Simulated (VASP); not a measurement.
Band structure of Rb2Te5 (space group C2/m). All values below come from LDA (Ceperley-Alder, Perdew-Zunger), VASP's LDA PAW potentials (set 64) (plane waves; VASP 6.6.1).

The path is coarsely sampled, so an indirect gap can come out somewhat too large. Unless said otherwise, spin-orbit coupling is left out, though it shifts the bands of the heavy elements here.

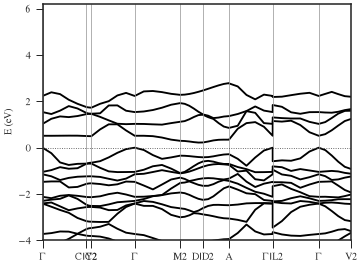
Fig. 1. Bands along high-symmetry lines, zero at the valence-band maximum or, without a gap, the Fermi level

Task: Read the plot: is there a gap, and where are the band edges?

Result: The gap is indirect, 0.22 eV, from the valence maximum at Γ to the conduction minimum at M2-D at 0.80.

The structure comes from a computed database's Rb2Te5 entry; how it stands against other phases isn't given here. The cell was not relaxed at this level. The k-mesh is coarse (spacing up to 0.45 per Å, 2π included), so the numbers may not be converged in it.
